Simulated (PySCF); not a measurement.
# One shape, several levels: B2NH3F (SMILES BN[B]F)

We compute a comparison of 3 runs (UHF-D3(BJ)/MINAO, UHF-D3(BJ)/STO-3G, UAPF/cc-pVDZ-F12) of B2NH3F. The job is set up through a Python script.

The results are computed with PySCF 2.14.0.

1 further run of the same task is left out (set aside as unsound or not needed).

**1. The structure to begin with**

The species is B2NH3F (7 atoms), meant as a doublet with charge 0. As SMILES, `BN[B]F`. Geometry: relaxed at GFN2-xTB. This is one conformer, not always the lowest.

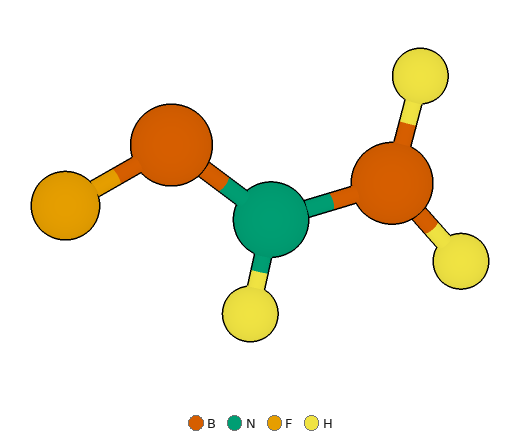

Viewed from a chosen angle; boron orange, nitrogen teal, fluorine amber, hydrogen yellow.

**2. The energy at UHF-D3(BJ)/MINAO (density fitting with cc-pvdz-jkfit, SS(V)PE dimethylsulfoxide) (run 1)**

calc.py

```python
from pyscf import gto, solvent

molecule = gto.M(
    atom='''
B     -0.834950     0.732020     0.337180
N      0.224240    -0.036960    -0.177230
B      0.649060    -1.343980     0.160780
F      1.698950    -1.831910    -0.501100
H     -1.016200     1.806670    -0.089720
H     -1.504970     0.274850     1.177700
H      0.783870     0.399310    -0.907610
''',
    max_memory=1860,
    spin=1,
    basis='minao',
    verbose=3,
    charge=0,
)

myscf = molecule.UHF()
myscf = myscf.density_fit(auxbasis='cc-pvdz-jkfit')
myscf = myscf.PCM()
myscf.with_solvent.method = 'SS(V)PE'
myscf.with_solvent.eps = 46.826
myscf.disp = 'd3bj'
myscf.kernel()
if not myscf.converged:
    myscf = myscf.newton().run(myscf.mo_coeff, myscf.mo_occ)

energy = myscf.e_tot
print('Final energy', energy)
myscf.analyze()
```

On the command line:

```sh
$ OMP_NUM_THREADS=1 python calc.py
```

The program printed:

```text
WARN: PCM is an experimental feature. It is still in testing.
Features and APIs may be changed in the future.

converged SCF energy = -204.846721549926  <S^2> = 0.75221548  2S+1 = 2.0022143
Final energy -204.84672154992575
**** MO energy ****
                             alpha | beta                alpha | beta
MO #1   energy= -26.2220822648437  | -26.2181679755415  occ= 1 | 1
MO #2   energy= -15.6314824118121  | -15.6299912237183  occ= 1 | 1
MO #3   energy= -7.87107373042667  | -7.84991676157967  occ= 1 | 1
[... 19 lines of this table left out ...]
MO #23  energy= 0.713406068289324  | 0.730846397915572  occ= 0 | 0

To work with the spin densities directly, `use mulliken_meta_spin()` only printing them here.

 ** Mulliken spin pop alpha/beta on meta-lowdin orthogonal AOs **
 ** Mulliken Spin Density (per atom)  **
spin density of  0 B =     -0.00193
spin density of  1 N =     -0.00278
spin density of  2 B =      0.93571
spin density of  3 F =      0.04222
spin density of  4 H =     -0.00101
spin density of  5 H =     -0.00063
spin density of  6 H =      0.02842
 ** Mulliken pop alpha/beta on meta-lowdin orthogonal AOs **
 ** Mulliken atomic charges   ( Nelec_alpha | Nelec_beta ) **
charge of  0B =      0.04287  (     2.47760      2.47953 )
charge of  1N =     -0.41475  (     3.70599      3.70876 )
charge of  2B =      0.38954  (     2.77308      1.83738 )
charge of  3F =     -0.26595  (     4.65409      4.61187 )
charge of  4H =     -0.01276  (     0.50588      0.50689 )
charge of  5H =     -0.01322  (     0.50630      0.50692 )
charge of  6H =      0.27427  (     0.37708      0.34865 )
Dipole moment(X, Y, Z, Debye):  0.65591,  0.41168, -0.79790
```

Wall time 5.4 s (1 thread of Arm Neoverse V2, shared host); peak memory 0.22 GiB.

**3. A single-point energy at UHF-D3(BJ)/STO-3G (density fitting with cc-pvdz-jkfit, SS(V)PE dimethylsulfoxide) (run 2)**

calc.py

```python
from pyscf import gto, scf, solvent

mol = gto.M(
    atom='''
B       -0.834950       0.732020       0.337180
N        0.224240      -0.036960      -0.177230
B        0.649060      -1.343980       0.160780
F        1.698950      -1.831910      -0.501100
H       -1.016200       1.806670      -0.089720
H       -1.504970       0.274850       1.177700
H        0.783870       0.399310      -0.907610
''',
    basis='sto-3g',
    verbose=3,
    spin=1,
    cart=True,
    max_memory=1860,
)

myscf = scf.UHF(mol)
myscf = myscf.density_fit(auxbasis='cc-pvdz-jkfit')
myscf = myscf.PCM()
myscf.with_solvent.method = 'SS(V)PE'
myscf.with_solvent.eps = 46.826  # dimethylsulfoxide
myscf.disp = 'd3bj'
myscf.kernel()
if not myscf.converged:
    myscf = myscf.newton().run(myscf.mo_coeff, myscf.mo_occ)

e_tot = myscf.e_tot
print('E(%s) = %.9f' % ('HF', e_tot))
myscf.analyze()
```

On the command line:

```sh
$ OMP_NUM_THREADS=1 python calc.py
```

The program printed:

```text
WARN: PCM is an experimental feature. It is still in testing.
Features and APIs may be changed in the future.

converged SCF energy = -202.362991591556  <S^2> = 0.7535679  2S+1 = 2.0035647
E(HF) = -202.362991592
**** MO energy ****
                             alpha | beta                alpha | beta
MO #1   energy= -25.9357005329586  | -25.9338606805389  occ= 1 | 1
MO #2   energy= -15.3207625762237  | -15.3201194992038  occ= 1 | 1
MO #3   energy= -7.42324180536161  | -7.39755137982722  occ= 1 | 1
[... 19 lines of this table left out ...]
MO #23  energy= 0.960009429197481  | 0.980243686750584  occ= 0 | 0

To work with the spin densities directly, `use mulliken_meta_spin()` only printing them here.

 ** Mulliken spin pop alpha/beta on meta-lowdin orthogonal AOs **
 ** Mulliken Spin Density (per atom)  **
spin density of  0 B =     -0.00235
spin density of  1 N =     -0.01442
spin density of  2 B =      0.95521
spin density of  3 F =      0.03590
spin density of  4 H =     -0.00055
spin density of  5 H =     -0.00048
spin density of  6 H =      0.02669
 ** Mulliken pop alpha/beta on meta-lowdin orthogonal AOs **
 ** Mulliken atomic charges   ( Nelec_alpha | Nelec_beta ) **
charge of  0B =      0.13497  (     2.43134      2.43369 )
charge of  1N =     -0.21710  (     3.60134      3.61576 )
charge of  2B =      0.18006  (     2.88758      1.93236 )
charge of  3F =     -0.10125  (     4.56858      4.53267 )
charge of  4H =     -0.06993  (     0.53469      0.53524 )
charge of  5H =     -0.06976  (     0.53464      0.53512 )
charge of  6H =      0.14301  (     0.44184      0.41515 )
Dipole moment(X, Y, Z, Debye):  0.42526,  0.10668, -0.42995
```

Wall time 3.6 s (1 thread of Arm Neoverse V2, shared host); peak memory 0.21 GiB.

**4. Energy and forces at UAPF/cc-pVDZ-F12 (density fitting, COSMO carbontetrachloride) (run 3)**

mol.xyz

```xyz
7
B2FH3N
B     -0.834950     0.732020     0.337180
N      0.224240    -0.036960    -0.177230
B      0.649060    -1.343980     0.160780
F      1.698950    -1.831910    -0.501100
H     -1.016200     1.806670    -0.089720
H     -1.504970     0.274850     1.177700
H      0.783870     0.399310    -0.907610
```

calc.py

```python
# BN[B]F
import pyscf.grad
from pyscf import gto, dft, solvent

molecule = gto.M(
    atom='mol.xyz',
    spin=1,
    max_memory=1860,
    verbose=4,
    basis='cc-pvdz-f12',
    charge=0,
)

mf = dft.UKS(molecule, xc='apf')
mf = mf.density_fit()
mf = mf.PCM()
mf.with_solvent.method = 'COSMO'
mf.with_solvent.eps = 2.228  # carbontetrachloride
mf.diis_space = 6
mf.kernel()

e_final = mf.e_tot
print('Final energy', e_final)
grad = mf.Gradients().kernel()
```

On the command line:

```sh
$ OMP_NUM_THREADS=1 python calc.py
```

The program printed:

```text
PySCF version 2.14.0

[... 79 lines left out ...]
WARN: Even tempered Gaussians are generated as DF auxbasis for  N F B H
[... 14 lines left out ...]
Solvent Energy = -0.00189056873987518
[... 17 lines left out ...]
Solvent Energy = -0.00172148453112408
[... 17 lines left out ...]
Solvent Energy = -0.00168912426163698
[... 17 lines left out ...]
Solvent Energy = -0.00168854494440844
[... 8 lines left out ...]
Final energy -206.0470719411552
[... 1 line left out ...]
******** <class 'pyscf.solvent.grad.pcm.PCMGradients'> for <class 'pyscf.solvent._attach_solvent.PCMDFUKS'> ********
unit = Eh/Bohr
grid_response = False
--------------- PCMDFUKS (+PCM) gradients ---------------
         x                y                z
0 B    -0.0027504979     0.0054234226    -0.0005324466
1 N    -0.0036599560    -0.0007993111     0.0035387118
2 B    -0.0088163775    -0.0038108370     0.0099402191
3 F     0.0063576012     0.0034590115    -0.0075178387
4 H     0.0016176162    -0.0101891641     0.0041201921
5 H     0.0071152288     0.0046226968    -0.0087796995
6 H     0.0000064300     0.0013438554    -0.0006721863
----------------------------------------------
```

It took 47 s on 1 thread of Arm Neoverse V2, shared host; peak memory 1.4 GiB.

**5. The series**

```csv
run,level,Cartesian functions,task,energy (Eh),dipole moment (D),HOMO energy (eV),LUMO energy (eV),wall time
1,"UHF-D3(BJ)/MINAO (density fitting with cc-pvdz-jkfit, SS(V)PE dimethylsulfoxide)",no,energy,-204.846722,1.11,-11.34,1.28,5.4 s
2,"UHF-D3(BJ)/STO-3G (density fitting with cc-pvdz-jkfit, SS(V)PE dimethylsulfoxide)",yes,energy,-202.362992,0.61,-7.70,6.99,3.6 s
3,"UAPF/cc-pVDZ-F12 (density fitting, COSMO carbontetrachloride)",no,gradient,-206.047072,1.37,-6.65,-1.87,47 s
```

**6. Outcome**

| quantity | value |
| --- | --- |
| run 3: total energy | -206.04707 Eh |
| run 3: dipole moment | 1.37 D |
| run 3: HOMO energy (highest over α and β) | -6.65 eV |
| run 3: LUMO energy (lowest over α and β) | -1.87 eV |
| run 3: solvent term in the energy | -4.4 kJ/mol |
| run 3: ⟨S²⟩ | 0.752 |
| run 3: largest force on an atom | 0.711 eV/Å |

What this shows: The dipole moment (its size) runs from 0.61 D (UHF-D3(BJ)/STO-3G) to 1.37 D (UAPF/cc-pVDZ-F12). The two ends differ in method and basis and solvent. In runs 1, 2 the basis is minimal, so the values are rough. All runs together took 56 s, the longest 47 s.
